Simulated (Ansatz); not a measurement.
# BH₂NSi (SMILES B[Si]#N): functionals against CCSD(T) at one geometry

Aim: energy, forces and dipole at a structure displaced at random from a GFN2-xTB minimum, from CCSD(T) and from density functionals.

The runs use Ansatz 0.2.0, Gaussian basis; single points in def2-TZVPP.

Correlated methods freeze the cores.

**1. Starting geometry**

SMILES `B[Si]#N`, 5 atoms, charge 0, spin multiplicity 1.

Atoms are counted from 1 here; the program's logs count them from 0.

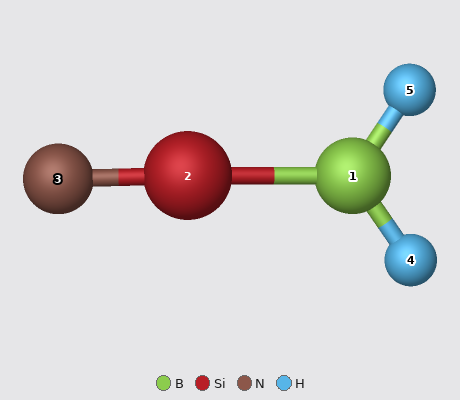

As it starts; boron green, silicon red, nitrogen brown, hydrogen blue; atoms are numbered from 1 in the order of the file.

Coordinates:

```
B    -0.47540    0.52810   -0.38850
Si    0.70520   -0.73410    0.43010
N     1.47520   -1.72970    1.21310
H    -1.43660    0.25040   -1.01110
H    -0.33800    1.70220   -0.31570
```

**2. CCSD(T)/def2-TZVPP**

Input file run/in.yaml:

```yaml
crystal:
  periodic: [false, false, false]
  atoms:
    - {symbol: B, position_ang: [-0.475400, 0.528100, -0.388500]}
    - {symbol: Si, position_ang: [0.705200, -0.734100, 0.430100]}
    - {symbol: N, position_ang: [1.475200, -1.729700, 1.213100]}
    - {symbol: H, position_ang: [-1.436600, 0.250400, -1.011100]}
    - {symbol: H, position_ang: [-0.338000, 1.702200, -0.315700]}
basis:
  gaussian: {orbitals: def2-TZVPP}
correlation: {method: ccsd_t}
output: {forces: true}
```

No record of the launch command was kept for these runs.

**3. PBE0-D4/def2-TZVPP**

Edit run/in.yaml of step 2 so:

```diff
@@ -10,3 +10,3 @@
   gaussian: {orbitals: def2-TZVPP}
-correlation: {method: ccsd_t}
-output: {forces: true}
+hamiltonian: {xc: pbe0, dispersion: d4}
+output: {forces: true, orbitals: {seedname: orbitals}}
```

**4. wB97M-V/def2-TZVPP**

Edit run/in.yaml of step 3 so:

```diff
@@ -10,3 +10,3 @@
   gaussian: {orbitals: def2-TZVPP}
-hamiltonian: {xc: pbe0, dispersion: d4}
-output: {forces: true, orbitals: {seedname: orbitals}}
+hamiltonian: {xc: {name: wB97M-V}}
+output: {forces: true}
```

**5. r2SCAN-D4/def2-TZVPP**

Edit run/in.yaml of step 4 so:

```diff
@@ -10,3 +10,3 @@
   gaussian: {orbitals: def2-TZVPP}
-hamiltonian: {xc: {name: wB97M-V}}
+hamiltonian: {xc: r2scan, dispersion: d4}
 output: {forces: true}
```

**6. PBE-D4/def2-TZVPP**

Edit run/in.yaml of step 5 so:

```diff
@@ -10,3 +10,3 @@
   gaussian: {orbitals: def2-TZVPP}
-hamiltonian: {xc: r2scan, dispersion: d4}
+hamiltonian: {xc: pbe, dispersion: d4}
 output: {forces: true}
```

**7. SPW92/def2-TZVPP**

Edit run/in.yaml of step 6 so:

```diff
@@ -10,3 +10,3 @@
   gaussian: {orbitals: def2-TZVPP}
-hamiltonian: {xc: pbe, dispersion: d4}
+hamiltonian: {xc: lda}
 output: {forces: true}
```

**8. r2SCAN0-D4/def2-TZVPP**

Edit run/in.yaml of step 7 so:

```diff
@@ -10,3 +10,3 @@
   gaussian: {orbitals: def2-TZVPP}
-hamiltonian: {xc: lda}
+hamiltonian: {xc: {name: r2SCAN0}, dispersion: d4}
 output: {forces: true}
```

(Steps that only read results are left out.)

What does the calculation give? Wanted: energy less free atoms, CCSD(T)/def2-TZVPP; RMS force component; RMS force error; HOMO and LUMO, PBE0-D4; T1 diagnostic.

**Answer**, as computed:

| quantity | value |
| --- | --- |
| energy less free atoms, CCSD(T)/def2-TZVPP | -321.4 kcal/mol |
| RMS force component | 1.781 to 2.416 eV/Å over the methods |
| RMS force error | PBE0-D4 0.455, wB97M-V 0.651, r2SCAN-D4 0.266, PBE-D4 0.161, SPW92 0.361, r2SCAN0-D4 0.593 eV/Å |
| HOMO and LUMO, PBE0-D4 | -7.89 and -4.29 eV |
| T1 diagnostic | 0.031 |

Against CCSD(T) the functionals' energies less atoms differ by -77.4 to -0.1 kcal/mol, PBE-D4 by -31.0 kcal/mol. CCSD(T) in triple zeta still lacks some correlation energy of the bonds, so part of these gaps is its own basis error and they don't rank the functionals. The forces of PBE-D4 come nearest to CCSD(T), those of wB97M-V are farthest. Frozen-core CCSD(T) forces in triple zeta carry basis errors of their own, and this is one geometry, so small gaps rank nothing. The T1 diagnostic is large here, over the usual mark for main-group molecules (transition-metal compounds often pass it harmlessly), so CCSD(T) itself may be off. The restricted Hartree–Fock reference is unstable towards an unrestricted one at one or more of these structures.
